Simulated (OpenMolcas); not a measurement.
**C$_{2}$H$_{2}$F$_{2}$: energy and gradient calculation**

C$_{2}$H$_{2}$F$_{2}$, computed with B3LYP/6-31G*, RKS (OpenMolcas 26.06).

The geometry comes from this level: GFN2-xTB.

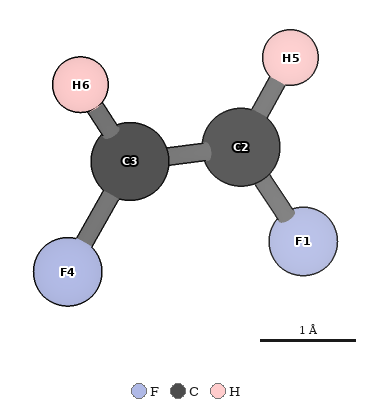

*The input geometry (ball-and-stick view, seen at a tilt; atoms are numbered from 1 in the order of the input).*

Bond lengths as drawn: C–C 1.32 Å, C–F 1.33 to 1.34 Å and C–H 1.08 Å.

### Key numbers

```csv
quantity,value
outcome,converged
total energy,−277.036854 hartree
basis functions,60
largest force,0.412 eV/Å
HOMO,−6.90 eV
LUMO,0.74 eV
dipole moment,2.09 debye
hardware,"1 thread of Arm Neoverse V1, 24 GiB of memory available, shared host"
wall time,17 s
peak memory,0.39 GiB
```

### Input file
```
&gateway
 baslib=$CurrDir
 coord=coord.xyz
 basis=6-31Gs
 group=NoSym

&seward
 gridinput
 Grid=UltraFine
 End of Grid

&scf
 ksdft=B3LYP
 thresholds=1e-10 1e-07 1e-07 1e-05
 prorbitals=1 1

&alaska
```

### File coord.xyz
```
6

F      0.192360    -0.836360    -1.520840
C      0.405210     0.027280    -0.525710
C     -0.327390     0.076410     0.572410
F     -1.362570    -0.733090     0.808990
H      1.239650     0.687180    -0.705780
H     -0.147270     0.778580     1.370930
```

Command:
```bash
export MOLCAS_MEM=1860
pymolcas job.inp > job.log
```

### Log
```
--- Start Module: gateway ---

                                              &GATEWAY

                       available to each process: 1.9 GB of memory, 1 thread

 Basis Set     1 Label: F.6-31GS
 Basis set is read from library:.
 basistype.tbl is not found

 Basis Set     2 Label: C.6-31GS
 Basis set is read from library:.
 basistype.tbl is not found

 Basis Set     3 Label: F.6-31GS
 Basis set is read from library:.
 basistype.tbl is not found

 Basis Set     4 Label: H.6-31GS
 Basis set is read from library:.
 basistype.tbl is not found

++    Symmetry information:
      ---------------------

                    Character Table for C1

                             E
                    a        1  x, y, xy, Rz, z, xz, Ry, yz, Rx, I
--

++    Basis set information:
      ----------------------

      Basis set label: F.6-31GS.........

      Electronic valence basis set:
      ------------------
      Associated Effective Charge   9.000000 au
      Associated Actual Charge      9.000000 au
      Nuclear Model: Point charge

      Shell  nPrim  nBasis  Cartesian Spherical Contaminant
         s      10       3        X
         p       4       2        X
         d       1       1                 X

      Basis set label: C.6-31GS.........

      Electronic valence basis set:
      ------------------
      Associated Effective Charge   6.000000 au
      Associated Actual Charge      6.000000 au
      Nuclear Model: Point charge

      Shell  nPrim  nBasis  Cartesian Spherical Contaminant
         s      10       3        X
         p       4       2        X
         d       1       1                 X

      Basis set label: F.6-31GS.........

      Electronic valence basis set:
      ------------------
      Associated Effective Charge   9.000000 au
      Associated Actual Charge      9.000000 au
      Nuclear Model: Point charge

      Shell  nPrim  nBasis  Cartesian Spherical Contaminant
         s      10       3        X
         p       4       2        X
         d       1       1                 X

      Basis set label: H.6-31GS.........

      Electronic valence basis set:
      ------------------
      Associated Effective Charge   1.000000 au
      Associated Actual Charge      1.000000 au
      Nuclear Model: Point charge

      Shell  nPrim  nBasis  Cartesian Spherical Contaminant
         s       4       2        X
--

++    Molecular structure info:
      -------------------------

                    ************************************************
                    **** Cartesian Coordinates / bohr, angstrom ****
                    ************************************************

     Center  Label                x              y              z                     x              y              z
        1      F1               0.363508      -1.580491      -2.873971              0.192360      -0.836360      -1.520840
        2      C2               0.765736       0.051552      -0.993448              0.405210       0.027280      -0.525710
        3      C3              -0.618677       0.144394       1.081698             -0.327390       0.076410       0.572410
        4      F4              -2.574884      -1.385339       1.528770             -1.362570      -0.733090       0.808990
        5      H5               2.342599       1.298582      -1.333731              1.239650       0.687180      -0.705780
        6      H6              -0.278300       1.471303       2.590682             -0.147270       0.778580       1.370930

                    ***************************************
                    *    InterNuclear Distances / bohr    *
                    ***************************************

               1 F1            2 C2            3 C3            4 F4            5 H5            6 H6
    1 F1       0.000000
    2 C2       2.522245        0.000000
    3 C3       4.425747        2.496287        0.000000
    4 F4       5.296825        4.425605        2.523232        0.000000
    5 H5       3.818142        2.038964        3.991943        6.291183        0.000000
    6 H6       6.291884        3.993957        2.038033        3.816066        4.722284        0.000000

                    *******************************************
                    *    InterNuclear Distances / angstrom    *
                    *******************************************

               1 F1            2 C2            3 C3            4 F4            5 H5            6 H6
    1 F1       0.000000
    2 C2       1.334715        0.000000
    3 C3       2.342004        1.320978        0.000000
    4 F4       2.802959        2.341929        1.335237        0.000000
    5 H5       2.020474        1.078973        2.112445        3.329151        0.000000
    6 H6       3.329522        2.113511        1.078480        2.019375        2.498925        0.000000

                    **************************************
                    *    Valence Bond Angles / degree    *
                    **************************************
                          Atom centers                 Phi
                      1 F1       2 C2       3 C3       123.74
                      1 F1       2 C2       5 H5       113.24
                      3 C3       2 C2       5 H5       123.02
                      2 C2       3 C3       4 F4       123.69
                      2 C2       3 C3       6 H6       123.17
                      4 F4       3 C3       6 H6       113.14

           ***************************************************************
           *              Valence Dihedral Angles / degree               *
           ***************************************************************
                    Atom centers                       Phi1     Phi2     Theta
           1 F1       2 C2       3 C3       4 F4        123.74   123.69     0.01
           1 F1       2 C2       3 C3       6 H6        123.74   123.17  -179.98
           5 H5       2 C2       3 C3       6 H6        123.02   123.17    -0.01
           4 F4       3 C3       2 C2       5 H5        123.69   123.02   179.99
--

            Nuclear Potential Energy            113.60761766 au

--- Stop Module: gateway /rc=_RC_ALL_IS_WELL_ ---

--- Start Module: seward ---

                                              &SEWARD

                       available to each process: 1.9 GB of memory, 1 thread

               SEWARD will generate:
                  Multipole Moment integrals up to order  2
                  Kinetic Energy integrals
                  Nuclear Attraction integrals (point charge)
                  One-Electron Hamiltonian integrals
                  Velocity integrals
                  Orbital angular momentum around ( -0.5963  -0.7999  -0.3629 )
                  Velocity quadrupole around ( -0.5963  -0.7999  -0.3629 )
                  Two-Electron Repulsion integrals

                   Integrals are discarded if absolute value <: 1.00E-14
                   Integral cutoff threshold is set to       <: 1.00E-16

            Nuclear Potential Energy            113.60761766 au

      Basis set specifications :
      Symmetry species         a
      Basis functions           60

--- Stop Module: seward /rc=_RC_ALL_IS_WELL_ ---
--- Module seward spent 1 second ---

--- Start Module: scf ---

                                                &SCF

                       available to each process: 1.9 GB of memory, 1 thread

 ###############################################################################
 ###     Minimized-density-differences option turned off!                    ###
 ###############################################################################
++    Input section:
      --------------

      Header of the integral files:

      Cartesian coordinates in angstrom:
      -----------------------------------------------------
      No.  Label        X            Y            Z
      -----------------------------------------------------
       1   F1         0.19236000  -0.83636000  -1.52084000
       2   C2         0.40521000   0.02728000  -0.52571000
       3   C3        -0.32739000   0.07641000   0.57241000
       4   F4        -1.36257000  -0.73309000   0.80899000
       5   H5         1.23965000   0.68718000  -0.70578000
       6   H6        -0.14727000   0.77858000   1.37093000
      -----------------------------------------------------
      Nuclear repulsion energy =  113.60761766
--

++    Orbital specifications:
      -----------------------

      Symmetry species               1
                                     a
      Frozen orbitals                0
      Occupied orbitals             16
      Secondary orbitals            44
      Deleted orbitals               0
      Total number of orbitals      60
      Number of basis functions     60
--

      Molecular charge                           0.000

      Numerical integration parameters
      --------------------------------
      Radial quadrature type:                         MHL
      Size of radial grid:                            99
      Lebedev angular grid:                           41
      Angular grid pruned with the crowding factor:  1.00E+10
                                 and fading factor:  1.00E+01
      Screening threshold for integral computation:   1.00E-11
      Radial quadrature accuracy:                     1.00E-25
      Maximum batch size:                             128
      AO values are stored on disk
      The same grid will be used for all iterations.

      DFT functional specifications
      -----------------------------
      Using Libxc version: 6.2.2
      Please cite the following reference:
      S. Lehtola, C. Steigemann, M. J.T. Oliveira, and M. A.L. Marques.,  SoftwareX 7, 1–5 (2018) doi:10.1016/j.softx.2017.11.002

      * B3LYP

++    Optimization specifications:
      ----------------------------

      SCF Algorithm: Conventional
      D(i)-D(i-1) density differences are used
      Number of density matrices in core                 5
      Maximum number of NDDO SCF iterations            400
      Maximum number of HF SCF iterations              400
      Threshold for SCF energy change             1.00E-10
      Threshold for density matrix                1.00E-07
      Threshold for Fock matrix                   1.00E-07
      Threshold for linear dependence             1.00E-09
      Threshold at which DIIS is turned on        1.50E-01
      Maximum depth in the DIIS procedure                5
      Maximum depth in the BFGS Hessian update          30
      Threshold at which QNR/C2DIIS is turned on  7.50E-02
      Threshold for Norm(delta) (QNR/C2DIIS)      1.00E-05
      All orbitals punched on: SCFORB
--

      Input vectors read from INPORB
      Orbital file label: *Guess orbitals

++ Convergence information
                                   B3LYP      iterations: Energy and convergence statistics

Iter     Tot. B3LYP      One-elec.       Two-elec.     Energy      Max Dij or  Max Fij      DNorm      TNorm      AccCon     Time
         Energy          Energy          Energy        Change      Delta Norm                                                in Sec.
   1  -276.615350166  -631.300807763   241.077839936   0.00E+00    6.18E-01*   1.57E-01*    6.58E+00   1.17E+02   None         1.
   2  -276.407446959  -633.536524265   243.521459645   2.08E-01*   1.39E-01*   1.34E-01*    3.35E+00   1.19E+02   EDIIS        1.
   3  -277.016124358  -635.878222455   245.254480436  -6.09E-01*   6.48E-02*   4.01E-02*    8.30E-01   1.18E+02   c2DIIS       1.
   4  -277.028923993  -632.756897677   242.120356024  -1.28E-02*   8.29E-02*   3.01E-02*    4.73E-01   1.18E+02   QNRc2DIIS    1.
   5  -277.029494270  -635.404477970   244.767366039  -5.70E-04*   4.11E-02*   3.21E-02*    4.41E-01   1.18E+02   QNRc2DIIS    1.
   6  -277.036532454  -634.158280837   243.514130723  -7.04E-03*   9.30E-03*   4.99E-03*    2.30E-01   1.18E+02   QNRc2DIIS    1.
   7  -277.036853539  -634.132106187   243.487634987  -3.21E-04*   4.44E-04*   1.83E-04*    3.95E-02   1.18E+02   QNRc2DIIS    1.
   8  -277.036854177  -634.128340911   243.483869073  -6.38E-07*   1.63E-04*   3.53E-05*    4.01E-03   1.18E+02   QNRc2DIIS    1.
   9  -277.036854195  -634.126859987   243.482388132  -1.76E-08*   6.96E-05*   2.81E-05*    1.88E-03   1.18E+02   QNRc2DIIS    1.
  10  -277.036854200  -634.127174965   243.482703105  -4.76E-09*   2.85E-05*   1.74E-05*    4.23E-04   1.18E+02   QNRc2DIIS    1.
  11  -277.036854201  -634.127262366   243.482790504  -1.74E-09*   1.41E-06    4.76E-07*    2.02E-04   1.18E+02   QNRc2DIIS    1.
  12  -277.036854201  -634.127264303   243.482792441  -3.75E-12    6.17E-07    3.96E-07*    7.81E-06   1.18E+02   QNRc2DIIS    1.
  13  -277.036854201  -634.127264175   243.482792313  -1.48E-12    1.55E-07    1.02E-07*    2.84E-06   1.18E+02   QNRc2DIIS    1.
  14  -277.036854201  -634.127263938   243.482792076   4.55E-13*   1.40E-08    5.83E-09     6.94E-07   1.18E+02   QNRc2DIIS    1.
  15  -277.036854201  -634.127263900   243.482792038  -1.14E-13    2.77E-09    1.11E-09     9.06E-08   1.18E+02   QNRc2DIIS    1.

       Convergence after  15 Iterations
--

 *****************************************************************************************************************************
 *                                             SCF/KS-DFT Program, Final results                                             *
 *                                                       Final Results                                                       *
 *****************************************************************************************************************************

::    Total KS-DFT energy                            -277.0368542014
      One-electron energy                            -634.1272638996
      Two-electron energy                             243.4827920377
      Nuclear repulsion energy                        113.6076176605
      Kinetic energy (interpolated)                   275.6826054910
      Virial theorem                                    1.0049123473
      Total spin, S(S+1)                                0.0000000000
      Total spin, S                                     0.0000000000
      Max non-diagonal density matrix element           0.0000000020
      Max non-diagonal Fock matrix element              0.0000000002

      All orbitals with orbital energies smaller than  E(LUMO)+0.5 are printed

++    Molecular orbitals:
      -------------------

      Title: RKS-DFT orbitals

      Molecular orbitals for symmetry species 1: a

          Orbital            1         2         3         4         5         6         7         8         9        10
          Energy          -24.7055  -24.7052  -10.2667  -10.2659   -1.2306   -1.2188   -0.7780   -0.6190   -0.5513   -0.5366
          Occ. No.          2.0000    2.0000    2.0000    2.0000    2.0000    2.0000    2.0000    2.0000    2.0000    2.0000

          Orbital           11        12        13        14        15        16        17        18        19        20
          Energy           -0.4813   -0.4730   -0.4420   -0.3981   -0.3681   -0.2536    0.0272    0.0802    0.1291    0.1444
          Occ. No.          2.0000    2.0000    2.0000    2.0000    2.0000    2.0000    0.0000    0.0000    0.0000    0.0000

          Orbital           21        22        23        24
          Energy            0.2782    0.3974    0.4846    0.5106
          Occ. No.          0.0000    0.0000    0.0000    0.0000

--

++    Molecular charges:
      ------------------

      Mulliken charges per centre and basis function type
      ---------------------------------------------------

                F1      C2      C3      F4      H5      H6
      1s       3.9597  3.1092  3.1095  3.9598  0.8538  0.8537
      2px      1.9028  1.0219  0.7907  1.6492  0.0000  0.0000
      2pz      1.6735  0.7949  1.0053  1.9048  0.0000  0.0000
      2py      1.7284  0.8684  0.8889  1.7511  0.0000  0.0000
      3d2+     0.0023  0.0066  0.0145  0.0048  0.0000  0.0000
      3d1+     0.0028  0.0129  0.0123  0.0030  0.0000  0.0000
      3d0      0.0045  0.0197  0.0125  0.0021  0.0000  0.0000
      3d1-     0.0060  0.0178  0.0154  0.0020  0.0000  0.0000
      3d2-     0.0021  0.0126  0.0149  0.0057  0.0000  0.0000
      Total    9.2820  5.8640  5.8641  9.2824  0.8538  0.8537

      N-E     -0.2820  0.1360  0.1359 -0.2824  0.1462  0.1463

      Total electronic charge=   32.000000

      Total            charge=   -0.000000
--

++    Molecular properties:
      ---------------------

      Charge (e):
                      =   -0.0000
      Dipole Moment (debye):
      Origin of the operator (angstrom)=   -0.3155   -0.4233   -0.1920
                   X=  1.1763E+00               Y=  1.5763E+00               Z=  7.1326E-01           Total=  2.0922E+00
      Quadrupole Moment (debye*angstrom):
      Origin of the operator (angstrom)=   -0.3155   -0.4233   -0.1920
                  XX= -2.0863E+01              XY=  1.1573E+00              XZ=  4.5037E-01              YY= -2.0219E+01
                  YZ=  7.1486E-01              ZZ= -2.1339E+01
      In traceless form (debye*angstrom)
                  XX= -8.3555E-02              XY=  1.7360E+00              XZ=  6.7556E-01              YY=  8.8230E-01
                  YZ=  1.0723E+00              ZZ= -7.9874E-01
--

--- Stop Module: scf /rc=_RC_ALL_IS_WELL_ ---
--- Module scf spent 12 seconds ---

--- Start Module: alaska ---

                                              &ALASKA

                       available to each process: 1.9 GB of memory, 1 thread

                     Threshold for contributions to the gradient: 1.000E-07

                    ********************************************
                    * Symmetry Adapted Cartesian Displacements *
                    ********************************************

           Irreducible representation : a
           Basis function(s) of irrep: x, y, xy, Rz, z, xz, Ry, yz, Rx, I

 Basis Label        Type   Center Phase
   1   F1           x         1     1
   2   F1           y         1     1
   3   F1           z         1     1
   4   C2           x         2     1
   5   C2           y         2     1
   6   C2           z         2     1
   7   C3           x         3     1
   8   C3           y         3     1
   9   C3           z         3     1
  10   F4           x         4     1
  11   F4           y         4     1
  12   F4           z         4     1
  13   H5           x         5     1
  14   H5           y         5     1
  15   H5           z         5     1
  16   H6           x         6     1
  17   H6           y         6     1
  18   H6           z         6     1

                     No automatic utilization of translational and rotational invariance of the energy is employed.

 DFT contribution computed for a moving grid.

 Conventional ERI gradients!

 **************************************************
 *              Molecular gradients               *
 **************************************************

  Irreducible representation: a
 ------------------------------------------------------------------------------------------
                              X                       Y                       Z
 ------------------------------------------------------------------------------------------
  F1                3.24471130114906E-03    5.92182353334536E-03    4.29470709319268E-03
  C2               -5.02059160185997E-03   -2.23405061210880E-03    3.74234357320891E-03
  C3                2.03537581931013E-03   -1.96305997683943E-03   -5.78121288756872E-03
  F4                5.27039332481216E-03    5.64066965200727E-03    1.06780217690794E-03
  H5               -2.66894609725687E-03   -3.52999955020650E-03   -1.56809063515095E-03
  H6               -2.86094274617099E-03   -3.83538304616859E-03   -1.75554932064381E-03
 ------------------------------------------------------------------------------------------

--- Stop Module: alaska /rc=_RC_ALL_IS_WELL_ ---
--- Module alaska spent 3 seconds ---

.##################.
.# Happy landing! #.
.##################.

    Timing: Wall=16.80 User=14.42 System=2.37
```

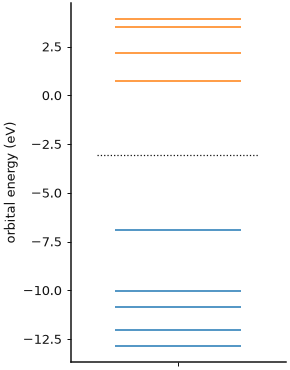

*Orbital energies near the frontier; the dotted line parts filled from empty levels, and levels within 0.02 eV of each other stand side by side.*

Highest filled −6.90 eV, lowest empty 0.74 eV, 7.64 eV apart.
